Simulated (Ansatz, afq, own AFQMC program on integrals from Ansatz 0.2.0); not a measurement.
**NH₂O (doublet): quantum Monte Carlo beside coupled cluster at distance N1–O2 = 1.262 Å, cc-pVDZ**

Aim: compute NH₂O (doublet) with auxiliary-field quantum Monte Carlo on the same integrals as coupled cluster, and set the energies side by side.

The runs use Ansatz 0.2.0, Gaussian basis, and an in-house AFQMC program (afq) on its integrals; all values are calculated; cc-pVDZ, frozen cores.

The runs, in order: PBE (unrestricted); r2SCAN (unrestricted); PBE0 (unrestricted); B3LYP (unrestricted); wB97M-V (unrestricted); B2PLYP (unrestricted); CCSD(T) on ROHF; Phaseless AFQMC, CISD trial on ROHF; Phaseless AFQMC, single-determinant trial on ROHF; Free-projection AFQMC, CISD trial on ROHF; CCSD(T) on UHF; Phaseless AFQMC, CISD trial on UHF; Phaseless AFQMC, single-determinant trial on UHF; Free-projection AFQMC, CISD trial on UHF.

## (1) The geometry

The geometry derives from a PBE0/def2-TZVP stationary point (not a proven minimum). One bond is set to the value named and the two fragments are kept rigid.

4 atoms, charge 0, spin multiplicity 2.

Atoms are counted from 1 here; the program's logs count them from 0.

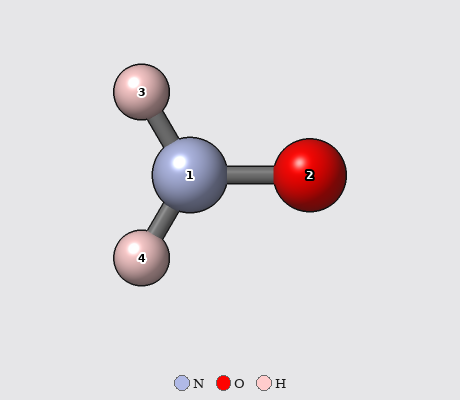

The structure; nitrogen light blue, oxygen red, hydrogen pink; atoms are numbered from 1 in the order of the file.

## (2) PBE (unrestricted)

Contents of in.yaml:

```yaml
crystal:
  periodic: [false, false, false]
  atoms:
    - {symbol: N, position_ang: [0.000000, 0.000000, 0.598418]}
    - {symbol: O, position_ang: [0.000000, 0.000000, -0.663532]}
    - {symbol: H, position_ang: [0.000000, 0.876220, 1.108323]}
    - {symbol: H, position_ang: [0.000000, -0.876220, 1.108323]}
basis:
  gaussian: {orbitals: cc-pVDZ}
magnetization: {spin_polarized: true, initial_magnetization: 1}
hamiltonian: {xc: {name: PBE}}
output: {orbitals: {seedname: orbitals}}
```

Command:

```console
> ansatz run in.yaml --threads 1 --pin off --events-out ev --progress --plain --max-ram 1382MiB
```

The log of the run:

```text
Functional definition: PBE
  name "PBE"
  cite "Perdew, Burke & Ernzerhof, Phys. Rev. Lett. 77, 3865 (1996) doi:10.1103/PhysRevLett.77.3865"
  parent pbe
  parameter kappa = 0.804
  parameter beta = 0.06672455060314922
  exchange = pbe_x(kappa = kappa, mu = beta*pi^2/3)
  correlation = pbe_c(beta = beta)
449 factors; their error is unknown
mean field evaluation 1: about -3560.6065 eV, gradient 2.6e1 eV
mean field evaluation 2: about -3558.1713 eV, gradient 3.6e1 eV
mean field evaluation 4: about -3563.4304 eV, gradient 3.3e0 eV
mean field evaluation 8: about -3563.4491 eV, gradient 1.9e-2 eV
mean field -3563.44910261 eV, -130.9543391284 hartree, gradient 3.5e-6 eV, S^2 0.751603; 0 other end points of the search recorded, 0 dependent functions left out
reference -3563.44912233 eV, -130.9543398529 hartree; 9, 8 occupied and 29, 30 virtual orbitals, 449 factors
Total energy: -3563.44912233 eV, -130.9543398529 hartree
```

It took 0.58 s on 1 thread of AMD EPYC 9R14 (Zen 4), shared host.

From the report: ⟨S²⟩ of the determinant 0.752 (pure doublet: 0.75).

## (3) r2SCAN (unrestricted)

in.yaml, as its differences from that of step 2:

```diff
@@ -10,3 +10,2 @@
 magnetization: {spin_polarized: true, initial_magnetization: 1}
-hamiltonian: {xc: {name: PBE}}
-output: {orbitals: {seedname: orbitals}}
+hamiltonian: {xc: {name: r2SCAN}}
```

Same command.

The log of the run:

```text
Functional definition: r2SCAN
  name "r2SCAN"
  cite "Furness, Kaplan, Ning, Perdew & Sun, J. Phys. Chem. Lett. 11, 8208 (2020) doi:10.1021/acs.jpclett.0c02405"
  cite "Furness, Kaplan, Ning, Perdew & Sun, J. Phys. Chem. Lett. 11, 9248 (2020) doi:10.1021/acs.jpclett.0c03077"
  parent r2scan
  parameter k0 = 0.174
  parameter k1 = 0.065
  parameter a1 = 4.9479
  exchange = r2scan_x(k0 = k0, k1 = k1, a1 = a1)
  correlation = r2scan_c
449 factors; their error is unknown
mean field evaluation 1: about -3563.1697 eV, gradient 2.4e1 eV
mean field evaluation 2: about -3562.1762 eV, gradient 2.9e1 eV
mean field evaluation 4: about -3565.4758 eV, gradient 2.6e0 eV
mean field evaluation 8: about -3565.4803 eV, gradient 2.0e-2 eV
mean field -3565.48028446 eV, -131.0289836846 hartree, gradient 3.0e-5 eV, S^2 0.753619; 0 other end points of the search recorded, 0 dependent functions left out
reference -3565.48028986 eV, -131.0289838830 hartree; 9, 8 occupied and 29, 30 virtual orbitals, 449 factors
Total energy: -3565.48028986 eV, -131.0289838830 hartree
```

Run time: 0.85 s. Hardware: 1 thread of AMD EPYC 9R14 (Zen 4), shared host.

From the report: ⟨S²⟩ of the determinant 0.754 (pure doublet: 0.75).

## (4) PBE0 (unrestricted)

in.yaml, as its differences from that of step 3:

```diff
@@ -10,2 +10,3 @@
 magnetization: {spin_polarized: true, initial_magnetization: 1}
-hamiltonian: {xc: {name: r2SCAN}}
+hamiltonian: {xc: {name: PBE0}}
+output: {orbitals: {seedname: orbitals}}
```

Same command.

The log of the run:

```text
Functional definition: PBE0
  name "PBE0"
  cite "Adamo & Barone, J. Chem. Phys. 110, 6158 (1999) doi:10.1063/1.478522"
  cite "Perdew, Burke & Ernzerhof, Phys. Rev. Lett. 77, 3865 (1996) doi:10.1103/PhysRevLett.77.3865"
  parent pbe
  parameter a = 0.25
  parameter kappa = 0.804
  parameter beta = 0.06672455060314922
  exchange = (1 - a)*pbe_x(kappa = kappa, mu = beta*pi^2/3) + a*exact_x
  correlation = pbe_c(beta = beta)
351 factors; integrals over basis functions are off by at most 1.3e-3 eV
mean field evaluation 1: about -3561.4778 eV, gradient 2.2e1 eV
mean field evaluation 2: about -3561.2116 eV, gradient 2.4e1 eV
mean field evaluation 4: about -3563.3266 eV, gradient 1.9e0 eV
mean field evaluation 8: about -3563.4714 eV, gradient 1.2e-1 eV
mean field evaluation 16: about -3563.4715 eV, gradient 4.9e-5 eV
mean field -3563.47146931 eV, -130.9551610893 hartree, gradient 4.9e-5 eV, S^2 0.753222; 0 other end points of the search recorded, 0 dependent functions left out
reference -3563.47148332 eV, -130.9551616042 hartree; 9, 8 occupied and 29, 30 virtual orbitals, 351 factors
Total energy: -3563.47148332 eV, -130.9551616042 hartree
```

It took 0.76 s on 1 thread of AMD EPYC 9R14 (Zen 4), shared host.

From the report: ⟨S²⟩ of the determinant 0.753 (pure doublet: 0.75).

## (5) B3LYP (unrestricted)

in.yaml, as its differences from that of step 4:

```diff
@@ -10,3 +10,2 @@
 magnetization: {spin_polarized: true, initial_magnetization: 1}
-hamiltonian: {xc: {name: PBE0}}
-output: {orbitals: {seedname: orbitals}}
+hamiltonian: {xc: {name: B3LYP}}
```

Launched as before.

The log of the run, shortened:

```text
Functional definition: B3LYP
  name "B3LYP"
  cite "Stephens, Devlin, Chabalowski & Frisch, J. Phys. Chem. 98, 11623 (1994) doi:10.1021/j100096a001"
  cite "Becke, Phys. Rev. A 38, 3098 (1988) doi:10.1103/PhysRevA.38.3098"
  cite "Lee, Yang & Parr, Phys. Rev. B 37, 785 (1988) doi:10.1103/PhysRevB.37.785"
  cite "Vosko, Wilk & Nusair, Can. J. Phys. 58, 1200 (1980) doi:10.1139/p80-159"
[...]
351 factors; integrals over basis functions are off by at most 1.3e-3 eV
[...]
mean field -3567.27146622 eV, -131.0948084001 hartree, gradient 2.5e-5 eV, S^2 0.752922; 0 other end points of the search recorded, 0 dependent functions left out
reference -3567.27160965 eV, -131.0948136709 hartree; 9, 8 occupied and 29, 30 virtual orbitals, 351 factors
Total energy: -3567.27160965 eV, -131.0948136709 hartree
```

It took 0.71 s on 1 thread of AMD EPYC 9R14 (Zen 4), shared host.

From the report: ⟨S²⟩ of the determinant 0.753 (pure doublet: 0.75).

## (6) wB97M-V (unrestricted)

in.yaml, as its differences from that of step 5:

```diff
@@ -10,2 +10,3 @@
 magnetization: {spin_polarized: true, initial_magnetization: 1}
-hamiltonian: {xc: {name: B3LYP}}
+hamiltonian: {xc: {name: wB97M-V}}
+output: {orbitals: {seedname: orbitals}}
```

The command is unchanged.

The log of the run, shortened:

```text
Functional definition: wB97M-V
  name "wB97M-V"
  cite "Mardirossian & Head-Gordon, J. Chem. Phys. 144, 214110 (2016) doi:10.1063/1.4952647"
  cite "Becke, J. Chem. Phys. 107, 8554 (1997) doi:10.1063/1.475007"
  cite "Vydrov & Van Voorhis, J. Chem. Phys. 133, 244103 (2010) doi:10.1063/1.3521275"
  # Of w^i u^j: cxij and so on, Table III.
[...]
  gx(w, u) = 1 - cx + cx01*u + cx10*w
  gss(w, u) = css00 + css04*u^4 + css10*w + css20*w^2 + css43*w^4*u^3
  gos(w, u) = cos00 + cos10*w + (cos20 + cos21*u)*w^2 + (cos60 + cos61*u)*w^6
[...]
      + integral(e_c_pw_mod_opposite_spin*gos(b97_w_opposite, b97_u_opposite)) + vv10(b, c)
351 factors; integrals over basis functions are off by at most 1.3e-3 eV
95 factors; integrals over basis functions are off by at most 4.5e-6 eV
[...]
mean field -3565.95968909 eV, -131.0466014798 hartree, gradient 5.7e-5 eV, S^2 0.752555; 0 other end points of the search recorded, 0 dependent functions left out
reference -3565.95970958 eV, -131.0466022328 hartree; 9, 8 occupied and 29, 30 virtual orbitals, 351 factors
Total energy: -3565.95970958 eV, -131.0466022328 hartree
```

Run time: 2 s. Hardware: 1 thread of AMD EPYC 9R14 (Zen 4), shared host.

From the report: ⟨S²⟩ of the determinant 0.753 (pure doublet: 0.75).

## (7) B2PLYP (unrestricted)

in.yaml, as its differences from that of step 6:

```diff
@@ -10,3 +10,3 @@
 magnetization: {spin_polarized: true, initial_magnetization: 1}
-hamiltonian: {xc: {name: wB97M-V}}
-output: {orbitals: {seedname: orbitals}}
+hamiltonian: {xc: {name: B2PLYP}}
+correlation: {electrons: outside_noble_gas}
```

Same command.

The log of the run, shortened:

```text
Functional definition: B2PLYP
  name "B2PLYP"
  cite "Grimme, J. Chem. Phys. 124, 034108 (2006) doi:10.1063/1.2148954"
  cite "Becke, Phys. Rev. A 38, 3098 (1988) doi:10.1103/PhysRevA.38.3098"
  cite "Lee, Yang & Parr, Phys. Rev. B 37, 785 (1988) doi:10.1103/PhysRevB.37.785"
[...]
351 factors; integrals over basis functions are off by at most 1.3e-3 eV
[...]
mean field -3560.97969524 eV, -130.8635900814 hartree, gradient 3.8e-6 eV, S^2 0.756177; 0 other end points of the search recorded, 0 dependent functions left out
2 core orbitals not correlated: weight in the atoms' cores, before any rotation towards them, 1.000 or more for the frozen orbitals, at most 0.000 for the correlated occupied ones
reference -3560.97978227 eV, -130.8635932797 hartree; 7, 6 occupied and 29, 30 virtual orbitals, 351 factors
second order -11.07116071 eV of doubles, -0.00000000 eV of singles
Total energy: -3563.96899566 eV, -130.9734448457 hartree
```

Wall time 0.73 s (1 thread of AMD EPYC 9R14 (Zen 4), shared host).

From the report: ⟨S²⟩ of the determinant 0.756 (pure doublet: 0.75).

## (8) CCSD(T) on ROHF

in.yaml, as its differences from that of step 7:

```diff
@@ -9,4 +9,3 @@
   gaussian: {orbitals: cc-pVDZ}
-magnetization: {spin_polarized: true, initial_magnetization: 1}
-hamiltonian: {xc: {name: B2PLYP}}
-correlation: {electrons: outside_noble_gas}
+magnetization: {spin_polarized: false, initial_magnetization: 1}
+correlation: {method: ccsd_t, electrons: outside_noble_gas, hamiltonian_folder: ham}
```

Same command.

The log of the run, shortened:

```text
Functional definition: HF
  name "HF"
  cite "Fock, Z. Phys. 61, 126 (1930) doi:10.1007/BF01340294"
  parent pbe
[...]
351 factors; integrals over basis functions are off by at most 1.3e-3 eV
[...]
mean field -3548.30030091 eV, -130.3976309342 hartree, gradient 5.1e-6 eV, S^2 0.750000; 1 other end points of the search recorded, 0 dependent functions left out
[...]
determinant -3548.30030091 eV, -130.3976309342 hartree, with singles and doubles -3558.06830777 eV, -130.7565985654 hartree
determinant -3546.24974726 eV, -130.3222744775 hartree, with singles and doubles -3555.41949717 eV, -130.6592565710 hartree
2 core orbitals not correlated: weight in the atoms' cores, before any rotation towards them, 1.000 or more for the frozen orbitals, at most 0.000 for the correlated occupied ones
reference -3548.30030091 eV, -130.3976309342 hartree; 7, 6 occupied and 29, 30 virtual orbitals, 351 factors
second order -9.14469685 eV of doubles, -0.12537733 eV of singles
cycle   1  -9.76782163 eV  change    1.9e-4 eV  update   6.0e-4
[...]
cycle   7  -9.76790989 eV  change    3.9e-6 eV  update   1.6e-6
perturbative correction -0.22842048 eV, -0.0083942978 hartree
Total energy: -3558.29663129 eV, -130.7649892996 hartree
```

Run time: 1.2 s. Hardware: 1 thread of AMD EPYC 9R14 (Zen 4), shared host.

From the report: correlation -9.9963 eV; T1 0.026; largest double amplitude 0.05.

This run also writes the integrals to the folder ham.

## (9) Phaseless AFQMC, CISD trial on ROHF

It reads the integrals that the CCSD(T) run on this determinant wrote.

Command:

```console
> afq ham --method phaseless --trial cisd --walkers 60 --populations 1 --least-time 40 --time-step 0.005 --steps-per-block 50 --equilibration-blocks 28 --max-blocks 300 --target-error 0.00043 --factor-cut 1e-05 --start spin_pure --seed 2854 --release-times 0.24,0.51,0.99,1.62,2.4 --release-step 0.03 --release-every 4 --taylor-order 6
```

The log of the run:

```text
orbitals 36  electrons 7 6  factors 276 of 351
reference energy -130.39763093 Eh
CCSD correlation -0.35896401 Eh in 11 cycles, weight of the determinant in the CISD state 0.8893
energy of the start -130.756594 Eh
 block  time / (1/Eh)  mean weight  energy / Eh
     1     0.250  1.0013  -130.754475
     2     0.500  1.0003  -130.760196
     3     0.750  1.0022  -130.763107
     4     1.000  1.0005  -130.763486
     5     1.250  0.9979  -130.759744
     6     1.500  1.0019  -130.763712
     7     1.750  0.9998  -130.770886
     8     2.000  1.0003  -130.765624
     9     2.250  1.0005  -130.764442
    10     2.500  0.9985  -130.764578
    17     4.250  1.0011  -130.759931
    25     6.250  1.0019  -130.764928
    33     8.250  1.0038  -130.772664
    41    10.250  1.0004  -130.772430
    49    12.250  0.9975  -130.757023
    57    14.250  1.0021  -130.761713
    65    16.250  0.9983  -130.763218
    73    18.250  1.0009  -130.761859
    81    20.250  1.0000  -130.764582
    89    22.250  1.0026  -130.767199
    97    24.250  0.9965  -130.767054
   105    26.250  1.0011  -130.772654
   113    28.250  0.9994  -130.773298
   121    30.250  1.0024  -130.758068
   129    32.250  1.0017  -130.757766
   137    34.250  1.0034  -130.773750
   145    36.250  0.9984  -130.769940
   153    38.250  0.9992  -130.768333
   161    40.250  0.9977  -130.766463
   169    42.250  1.0023  -130.773960
   177    44.250  1.0017  -130.765607
   185    46.250  0.9995  -130.757793
   193    48.250  1.0051  -130.762705
   201    50.250  1.0021  -130.765176
   209    52.250  0.9985  -130.766659
   217    54.250  1.0012  -130.760232
   225    56.250  0.9991  -130.759372
   233    58.250  1.0005  -130.760187
   241    60.250  1.0029  -130.770714
   249    62.250  1.0027  -130.765617
   257    64.250  1.0005  -130.765782
   265    66.250  1.0002  -130.772122
   273    68.250  0.9975  -130.766550
   281    70.250  1.0004  -130.773206
   289    72.250  0.9961  -130.759577
   297    74.250  0.9990  -130.760106
   305    76.250  1.0022  -130.764254
   313    78.250  1.0014  -130.766139
   321    80.250  0.9959  -130.766824
blocks merged  error / Eh  count
     1  0.000363  300
     2  0.000438  150
     4  0.000489  75
     8  0.000533  37
    16  0.000494  18
    32  0.000437  9
released: time / (1/Eh)  energy / Eh  error  mean overlap
  0.24  -130.765531  0.000523  1.0030
  0.51  -130.766139  0.000395  0.9993
  0.99  -130.767190  0.000738  0.9735
  1.62  -130.766274  0.000762  0.9757
  2.40  -130.767218  0.001071  0.9612
energy -130.765665 +/- 0.000533 Eh
```

It took 5.3 min on 1 thread of AMD EPYC 9R14 (Zen 4), shared host.

Energy -3558.3150 ± 0.0145 eV. Caveats: constraint bias not in the error.

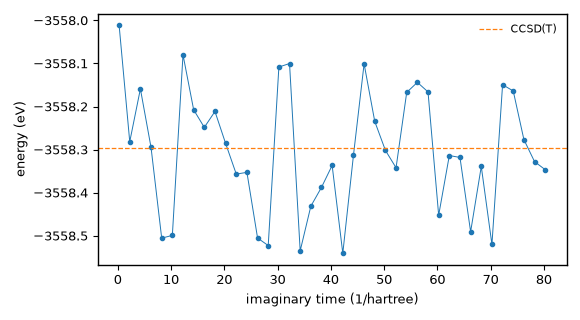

Block energies along the walk.

## (10) Phaseless AFQMC, single-determinant trial on ROHF

It reads the integrals that the CCSD(T) run on this determinant wrote.

Command:

```console
> afq ham --method phaseless --trial hf --walkers 120 --populations 1 --least-time 40 --time-step 0.005 --steps-per-block 20 --equilibration-blocks 112 --max-blocks 600 --target-error 0.00129 --factor-cut 1e-05 --start spin_pure --seed 3748 --taylor-order 6
```

The log of the run:

```text
orbitals 36  electrons 7 6  factors 276 of 351
reference energy -130.39763093 Eh
CCSD correlation -0.35896401 Eh in 11 cycles, weight of the determinant in the CISD state 0.8893
energy of the start -130.397632 Eh
 block  time / (1/Eh)  mean weight  energy / Eh
     1     0.100  1.0021  -130.513341
     2     0.200  1.0045  -130.595001
     3     0.300  1.0040  -130.637056
     4     0.400  1.0031  -130.659120
     5     0.500  1.0032  -130.689085
     6     0.600  1.0008  -130.709862
     7     0.700  1.0013  -130.701915
     8     0.800  1.0010  -130.726849
     9     0.900  1.0010  -130.730638
    10     1.000  1.0011  -130.732184
    18     1.800  1.0011  -130.742241
    35     3.500  0.9996  -130.794774
    52     5.200  1.0002  -130.784726
    69     6.900  1.0014  -130.799283
    86     8.600  1.0028  -130.779557
   103    10.300  0.9977  -130.793210
   120    12.000  1.0045  -130.779894
   137    13.700  0.9988  -130.806224
   154    15.400  0.9997  -130.762836
   171    17.100  1.0008  -130.780874
   188    18.800  0.9988  -130.765480
   205    20.500  0.9987  -130.766344
   222    22.200  1.0010  -130.823557
   239    23.900  0.9997  -130.773762
   256    25.600  1.0005  -130.777383
   273    27.300  0.9976  -130.724400
   290    29.000  1.0020  -130.732555
   307    30.700  0.9992  -130.758746
   324    32.400  0.9975  -130.775042
   341    34.100  1.0017  -130.738985
   358    35.800  1.0010  -130.739260
   375    37.500  0.9992  -130.767412
   392    39.200  1.0023  -130.749389
   409    40.900  1.0009  -130.735427
   426    42.600  0.9983  -130.722113
   443    44.300  0.9977  -130.759517
   460    46.000  1.0007  -130.770188
   477    47.700  1.0008  -130.778050
   494    49.400  1.0013  -130.793515
   511    51.100  1.0016  -130.745821
   528    52.800  1.0002  -130.774738
   545    54.500  0.9992  -130.815264
   562    56.200  1.0004  -130.758260
   579    57.900  0.9989  -130.776982
   596    59.600  1.0020  -130.764715
   613    61.300  1.0001  -130.769272
   630    63.000  1.0003  -130.747849
   647    64.700  1.0029  -130.730853
   664    66.400  0.9980  -130.766977
   681    68.100  0.9980  -130.727127
   698    69.800  0.9993  -130.743247
blocks merged  error / Eh  count
     1  0.001158  600
     2  0.001500  300
     4  0.001890  150
     8  0.002228  75
    16  0.002614  37
    32  0.002660  18
    64  0.002651  9
energy -130.764561 +/- 0.002660 Eh
```

Wall time 2.7 min (1 thread of AMD EPYC 9R14 (Zen 4), shared host).

Energy -3558.2850 ± 0.0724 eV. Caveats: constraint bias not in the error; error above the target.

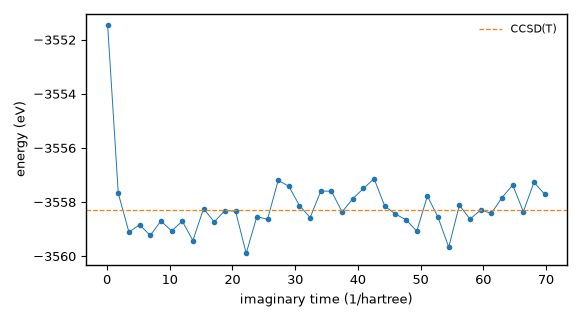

Block energies along the walk.

## (11) Free-projection AFQMC, CISD trial on ROHF

It reads the integrals that the CCSD(T) run on this determinant wrote.

Command:

```console
> afq ham --method free --trial cisd --walkers 60 --time-step 0.03 --max-blocks 80 --target-error 0.00043 --factor-cut 1e-05 --seed 2935 --times 0,0.21,0.42,0.81,1.2,1.8,2.4,3 --taylor-order 8
```

The log of the run:

```text
orbitals 36  electrons 7 6  factors 276 of 351
reference energy -130.39763093 Eh
CCSD correlation -0.35896401 Eh in 11 cycles, weight of the determinant in the CISD state 0.8893
repeat  energy at the last time / Eh  error
    10  -130.767752  0.003341
    20  -130.768463  0.002215
    30  -130.767267  0.001685
    40  -130.766797  0.001361
    50  -130.766399  0.001156
    60  -130.766384  0.001026
    70  -130.766268  0.000910
    80  -130.765926  0.000882
time / (1/Eh)  energy / Eh  error  mean overlap
  0.00  -130.756427  0.000316  1.1243
  0.21  -130.762963  0.000411  1.1188
  0.42  -130.764971  0.000315  1.1132
  0.81  -130.766879  0.000451  1.0997
  1.20  -130.767112  0.000571  1.0931
  1.80  -130.766670  0.000626  1.0910
  2.40  -130.766693  0.000833  1.0917
  3.00  -130.765926  0.000882  1.1221
energy -130.765926 +/- 0.000882 Eh
```

Run time: 3.1 min. Hardware: 1 thread of AMD EPYC 9R14 (Zen 4), shared host.

Energy -3558.3221 ± 0.0240 eV. Caveats: remainder of the start not in the error; error above the target.

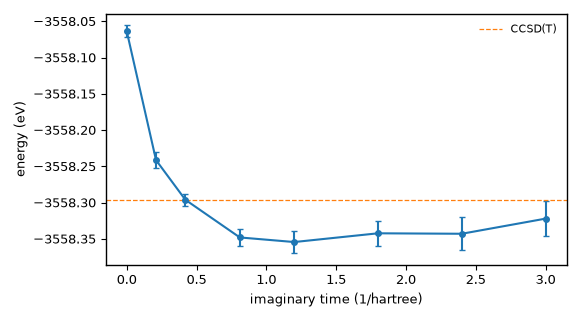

Energy against projection time, with error bars.

## (12) CCSD(T) on UHF

in.yaml, as its differences from that of step 8:

```diff
@@ -9,3 +9,3 @@
   gaussian: {orbitals: cc-pVDZ}
-magnetization: {spin_polarized: false, initial_magnetization: 1}
+magnetization: {spin_polarized: true, initial_magnetization: 1}
 correlation: {method: ccsd_t, electrons: outside_noble_gas, hamiltonian_folder: ham}
```

Command:

```console
> ansatz run in.yaml --threads 1 --pin off --events-out ev --progress --plain --max-ram 1382MiB
```

The log of the run, shortened:

```text
Functional definition: HF
  name "HF"
  cite "Fock, Z. Phys. 61, 126 (1930) doi:10.1007/BF01340294"
  parent pbe
[...]
351 factors; integrals over basis functions are off by at most 1.3e-3 eV
[...]
mean field -3548.49423179 eV, -130.4047577624 hartree, gradient 2.4e-6 eV, S^2 0.762104; 1 other end points of the search recorded, 0 dependent functions left out
determinant -3548.49423179 eV, -130.4047577624 hartree, with singles and doubles -3558.07599013 eV, -130.7568808869 hartree
determinant -3546.37388563 eV, -130.3268364784 hartree, with singles and doubles -3555.42151314 eV, -130.6593306568 hartree
2 core orbitals not correlated: weight in the atoms' cores, before any rotation towards them, 1.000 or more for the frozen orbitals, at most 0.000 for the correlated occupied ones
reference -3548.49423179 eV, -130.4047577624 hartree; 7, 6 occupied and 29, 30 virtual orbitals, 351 factors
second order -9.02496613 eV of doubles, -0.00000000 eV of singles
cycle   1  -9.58177567 eV  change   -1.7e-5 eV  update   6.8e-4
[...]
cycle   7  -9.58204215 eV  change    4.8e-6 eV  update   1.5e-6
perturbative correction -0.22101724 eV, -0.0081222337 hartree
Total energy: -3558.29729117 eV, -130.7650135501 hartree
```

Wall time 0.9 s (1 thread of AMD EPYC 9R14 (Zen 4), shared host).

From the report: ⟨S²⟩ of the determinant 0.762 (pure doublet: 0.75); correlation -9.8031 eV; T1 0.021; largest double amplitude 0.05.

This run also writes the integrals to the folder ham.

[end of part 1 of 2]
